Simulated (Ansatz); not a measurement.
# A workflow on CsF (SMILES [F][Cs])

Aim: a series of 36 runs (HF/3-21G, UHF/3-21G, PBE/def2-SVP, UPBE/def2-SVP, r2SCAN/def2-TZVP, U-r2SCAN/def2-TZVP, CCSD(T)/def2-TZVP, UCCSD(T)/def2-TZVP, and more) of CsF. 

The results are computed with Ansatz 0.2.0.

## Step 1: The structure to begin with

CsF has 2 atoms, charge 0, and is taken as a singlet. SMILES: `[F][Cs]`. Geometry: the measured bond length. The run starts from this shape.

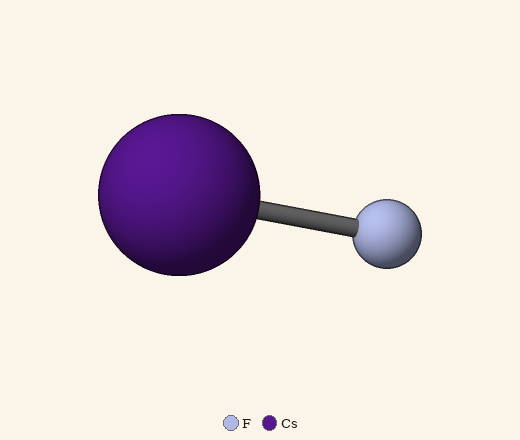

Viewed from a chosen angle; fluorine light blue, caesium purple.

## Step 2: A geometry optimisation at HF/3-21G (run 1)

The input, input.yaml:

```yaml
crystal:
  periodic: [false, false, false]
  atoms:
    - {symbol: F, position_ang: [0.000000, 0.000000, 0.000000]}
    - {symbol: Cs, position_ang: [0.000000, 0.000000, 2.345351]}
basis:
  gaussian: {orbitals: 3-21G.json}
total_charge: 0
hamiltonian: {xc: hf}
relax: {f_tol: 0.002}
output: {orbitals: {seedname: orbitals}}
```

The basis set 3-21G is read from a file made from the Basis Set Exchange's data (not shown).

Launch:

```sh
ansatz run input.yaml --threads 1 --pin off --max-ram 3480MiB --events-out events.jsonl --progress --plain --runs-dir runs
```

Output:

```text
Warning: RAYON_NUM_THREADS=1 ignored (pool sized by the plan → 1); use --threads N
The last accepted step is kept in runs//last_step.txt (removed where the run ends without a failure and the disk answers)
[... 44 lines left out ...]
Total energy: -207606.59124834 eV, -7629.4015075748 hartree
[... 2 lines left out ...]
Dipole moment:     0.000000     0.000000     2.388597 e Å
```

It took 5.4 s on 1 thread of Arm Neoverse N1, shared host; peak memory 0.092 GiB.

The path in brief:

```tsv
step	energy from the first frame kept (eV)	largest force (eV/Å)
1	0.0000	1.4695
2	-0.1440	0.2775
3	-0.1550	0.0252
4	-0.1551	0.0030
5	-0.1551	0.0005
```

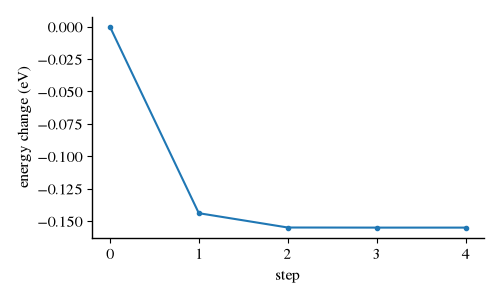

Energy along the run.

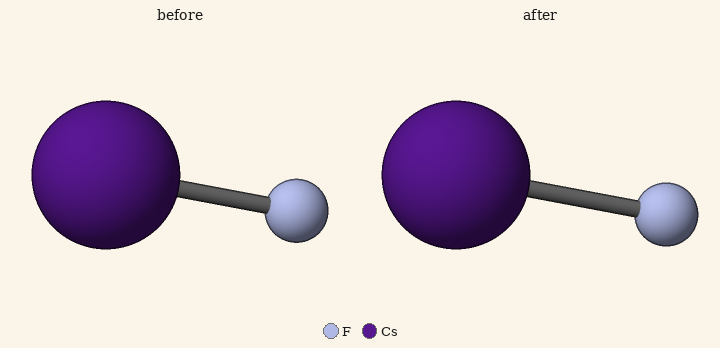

Before and after, at one scale.

After the run. Bond lengths: F1–Cs2 2.588 Å.

## Step 3: Vibrational wavenumbers at HF/3-21G (run 2)

The input, in.yaml:

```yaml
crystal:
  periodic: [false, false, false]
  atoms:
    - symbol: F
      position_ang: [0.000000, 0.000000, -0.121492]
    - symbol: Cs
      position_ang: [-0.000000, -0.000000, 2.466843]
basis:
  gaussian:
    orbitals: 3-21G.json
hamiltonian:
  xc: hf
phonons:
  temperatures: {t_min: 298.15, t_max: 298.15, t_step: 1}
```

The basis set 3-21G is read from a file made from the Basis Set Exchange's data (not shown).

Launch:

```sh
ansatz run in.yaml --threads 1 --pin off --max-ram 3480MiB --events-out events.jsonl --progress --plain --runs-dir runs
```

Output:

```text
Warning: RAYON_NUM_THREADS=1 ignored (pool sized by the plan → 1); use --threads N
[... 77 lines left out ...]
Total energy: -207606.59122980 eV, -7629.4015068936 hartree
[... 2 lines left out ...]
Dipole moment:    -0.000000    -0.000000     2.388598 e Å
Vibrations: 255.98 cm⁻¹, zero-point energy 0.015869 eV
```

Wall time 9 s (1 thread of Arm Neoverse N1, shared host); peak memory 0.089 GiB.

Runs 3 to 13 aren't shown in full; the table further down has their settings and results.

## Step 4: Vibrational wavenumbers at CCSD(T)/def2-TZVP (core potential) (run 14)

The input, in.yaml:

```yaml
crystal:
  periodic: [false, false, false]
  atoms:
    - symbol: F
      position_ang: [-0.000000, -0.000000, -0.038033]
    - symbol: Cs
      position_ang: [0.000000, 0.000000, 2.383384]
basis:
  gaussian: {orbitals: def2-TZVP}
total_charge: 0
magnetization: {spin_polarized: false}
correlation: {method: ccsd_t}
accuracy: high
scf: {omitted_lower_state_checks: [cluster_reference]}
phonons: {temperatures: {t_min: 298.15, t_max: 298.15, t_step: 1}}
```

Launch:

```sh
ansatz run in.yaml --threads 1 --pin off --max-ram 3480MiB --events-out events.jsonl --progress --plain --runs-dir runs
```

Output:

```text
Warning: RAYON_NUM_THREADS=1 ignored (pool sized by the plan → 1); use --threads N
[... 76 lines left out ...]
1 core orbitals not correlated: weight in the atoms' cores, before any rotation towards them, 1.000 or more for the frozen orbitals, at most 0.000 for the correlated occupied ones
[... 129 lines left out ...]
1 core orbitals not correlated: weight in the atoms' cores, before any rotation towards them, 1.000 or more for the frozen orbitals, at most 0.000 for the correlated occupied ones
[... 128 lines left out ...]
1 core orbitals not correlated: weight in the atoms' cores, before any rotation towards them, 1.000 or more for the frozen orbitals, at most 0.000 for the correlated occupied ones
[... 95 lines left out ...]
Dipole moment:     0.000000    -0.000000     1.776968 e Å
[... 1 line left out ...]
Checks for a lower state left out: cluster_reference
```

Run time: 4.3 min. Hardware: 1 thread of Arm Neoverse N1, shared host; peak memory 0.28 GiB.

Runs 15 to 35 aren't shown in full; the table further down has their settings and results.

## Step 5: The doublet cation: a structure relaxation at UB3LYP-D4/def2-TZVP (core potential) (run 36)

The input, in.yaml:

```yaml
basis:
  gaussian:
    orbitals: def2-TZVP
crystal:
  periodic: [false, false, false]
  atoms:
    - {symbol: F, position_ang: [-0.000000, -0.000000, -0.028994]}
    - {symbol: Cs, position_ang: [0.000000, 0.000000, 2.374345]}
magnetization:
  spin_polarized: true
  initial_magnetization: 1
relax: {}
total_charge: 1
hamiltonian:
  xc: {name: B3LYP}
  dispersion: d4
```

Launch:

```sh
ansatz run in.yaml --threads 1 --pin off --max-ram 3480MiB --events-out events.jsonl --progress --plain --runs-dir runs
```

Output:

```text
Warning: RAYON_NUM_THREADS=1 ignored (pool sized by the plan → 1); use --threads N
[... 1 set-up line as earlier in the session ...]
[... 7 lines left out ...]
474 factors; their error is unknown
[... 11 lines left out ...]
474 factors; their error is unknown
[... 6 lines left out ...]
474 factors; their error is unknown
[... 6 lines left out ...]
474 factors; their error is unknown
[... 5 lines left out ...]
474 factors; their error is unknown
[... 6 lines left out ...]
474 factors; their error is unknown
[... 5 lines left out ...]
474 factors; their error is unknown
[... 5 lines left out ...]
474 factors; their error is unknown
[... 5 lines left out ...]
474 factors; their error is unknown
[... 4 lines left out ...]
Total energy: -3259.26631347 eV, -119.7758278098 hartree
[... 2 lines left out ...]
Dipole moment:    -0.000000     0.000000     0.462036 e Å
```

Wall time 85 s (1 thread of Arm Neoverse N1, shared host); peak memory 0.16 GiB.

Step by step:

```tsv
step	energy from the first frame kept (eV)	largest force (eV/Å)
1	0.0000	1.1605
2	-0.2221	0.5739
3	-0.3384	0.3884
4	-0.3997	0.0933
5	-0.4067	0.0618
6	-0.4164	0.0128
7	-0.4163	0.0150
8	-0.4167	0.0014
```

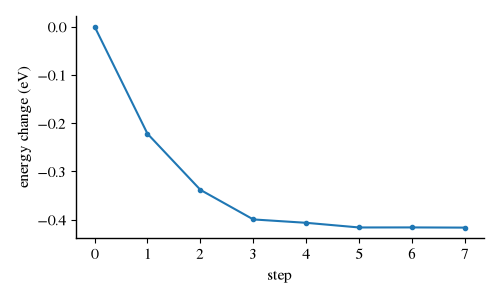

Energy along the run.

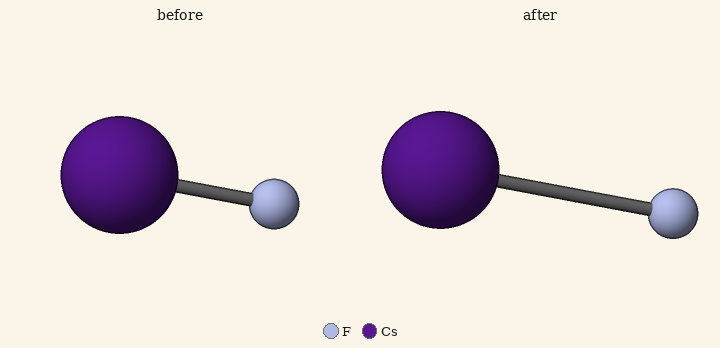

Before and after, at one scale.

After the run. Bond lengths: F1–Cs2 3.615 Å.

## Step 6: The series

```tsv
run	level	task	walk f tol	partner	energy (Eh)	wall time
1	HF/3-21G	optimise	0.002	base	-7629.401508	5.4 s
2	HF/3-21G	frequencies	–	base	-7629.401507	9 s
3	UHF/3-21G	energy	–	cation	-7629.252678	3.9 s
4	UHF/3-21G	optimise	–	cation	-7629.269765	13 s
5	PBE/def2-SVP (core potential)	optimise	0.002	base	-119.869769	7.8 s
6	PBE/def2-SVP (core potential)	frequencies	–	base	-119.869769	11 s
7	UPBE/def2-SVP (core potential)	energy	–	cation	-119.539050	7.8 s
8	UPBE/def2-SVP (core potential)	optimise	–	cation	-119.549224	59 s
9	r2SCAN/def2-TZVP (core potential)	optimise	0.002	base	-120.064834	19 s
10	r2SCAN/def2-TZVP (core potential)	frequencies	–	base	-120.064834	30 s
11	U-r2SCAN/def2-TZVP (core potential)	energy	–	cation	-119.725762	25 s
12	U-r2SCAN/def2-TZVP (core potential)	optimise	–	cation	-119.739555	2.1 min
13	CCSD(T)/def2-TZVP (core potential)	optimise	0.002	base	-119.765400	2.1 min
14	CCSD(T)/def2-TZVP (core potential)	frequencies	–	base	-119.765400	4.3 min
15	UCCSD(T)/def2-TZVP (core potential)	energy	–	cation	-119.435228	9.6 s
16	UCCSD(T)/def2-TZVP (core potential)	optimise	–	cation	-119.454887	8.3 min
17	PBE-D3(BJ)/def2-TZVP (core potential)	optimise	0.002	base	-120.010285	9.9 s
18	PBE-D3(BJ)/def2-TZVP (core potential)	frequencies	–	base	-120.010285	17 s
19	UPBE-D3(BJ)/def2-TZVP (core potential)	energy	–	cation	-119.662773	9.3 s
20	UPBE-D3(BJ)/def2-TZVP (core potential)	optimise	–	cation	-119.673458	74 s
21	wB97M-V/def2-TZVPD (core potential)	optimise	0.002	base	-120.005855	74 s
22	wB97M-V/def2-TZVPD (core potential)	frequencies	–	base	-120.005855	1.7 min
23	U-wB97M-V/def2-TZVPD (core potential)	energy	–	cation	-119.662923	41 s
24	U-wB97M-V/def2-TZVPD (core potential)	optimise	–	cation	timeout	7.4 min
25	wB97X-V/def2-TZVP (core potential)	optimise	0.002	base	-120.047925	46 s
26	wB97X-V/def2-TZVP (core potential)	frequencies	–	base	-120.047925	80 s
27	U-wB97X-V/def2-TZVP (core potential)	energy	–	cation	-119.708459	32 s
28	U-wB97X-V/def2-TZVP (core potential)	optimise	–	cation	-119.725213	4.6 min
29	SVWN5/def2-TZVP (core potential)	optimise	0.002	base	-119.397551	4.8 s
30	SVWN5/def2-TZVP (core potential)	frequencies	–	base	-119.397551	11 s
31	USVWN5/def2-TZVP (core potential)	energy	–	cation	-119.033214	3.9 s
32	USVWN5/def2-TZVP (core potential)	optimise	–	cation	-119.033762	14 s
33	B3LYP-D4/def2-TZVP (core potential)	optimise	0.002	base	-120.105062	12 s
34	B3LYP-D4/def2-TZVP (core potential)	frequencies	–	base	-120.105062	17 s
35	UB3LYP-D4/def2-TZVP (core potential)	energy	–	cation	-119.760514	12 s
36	UB3LYP-D4/def2-TZVP (core potential)	optimise	–	cation	-119.775828	85 s
```

## Step 7: Results

| quantity | value |
| --- | --- |
| doublet cation, run 36: total energy at the end | -119.77583 Eh |
| doublet cation, run 36: bond length | 3.615 Å |
| doublet cation, run 36: dispersion energy | -3.30 kJ/mol |
| doublet cation, run 36: ⟨S²⟩ | 0.752 |
| vertical ionisation energy (to the doublet cation), PBE/def2-SVP | 8.999 eV |
| vertical ionisation energy (to the doublet cation), r2SCAN/def2-TZVP | 9.227 eV |
| vertical ionisation energy (to the doublet cation), wB97X-V/def2-TZVP | 9.237 eV |
| vertical ionisation energy (to the doublet cation), SVWN5/def2-TZVP | 9.914 eV |
| vertical ionisation energy (to the doublet cation), B3LYP-D4/def2-TZVP | 9.376 eV |
| adiabatic ionisation energy (to the doublet cation, no zero-point term), r2SCAN/def2-TZVP | 8.851 eV |
| adiabatic ionisation energy (to the doublet cation, no zero-point term), CCSD(T)/def2-TZVP | 8.449 eV |
| adiabatic ionisation energy (to the doublet cation, no zero-point term), PBE-D3(BJ)/def2-TZVP | 9.166 eV |

At PBE/def2-SVP: removing an electron at fixed nuclei costs 9.00 eV (208 kcal/mol). At r2SCAN/def2-TZVP: removing an electron at fixed nuclei costs 9.23 eV (213 kcal/mol). At wB97X-V/def2-TZVP: removing an electron at fixed nuclei costs 9.24 eV (213 kcal/mol). At SVWN5/def2-TZVP: the vertical ionisation energy comes to 9.91 eV (957 kJ/mol). At B3LYP-D4/def2-TZVP: the vertical ionisation energy comes to 9.38 eV (905 kJ/mol). At r2SCAN/def2-TZVP: the adiabatic ionisation energy (to the doublet cation, no zero-point term) is 8.85 eV (854 kJ/mol). Totals of different functionals can't be ranked against each other. Some runs of one species differ in core potentials or relativity; totals across that change don't compare. In runs 1, 2, 3, 4 relativity is left out where basis or elements ask for it. All runs together took 43 min, the longest 8.3 min. 1 of the 36 runs did not end normally.
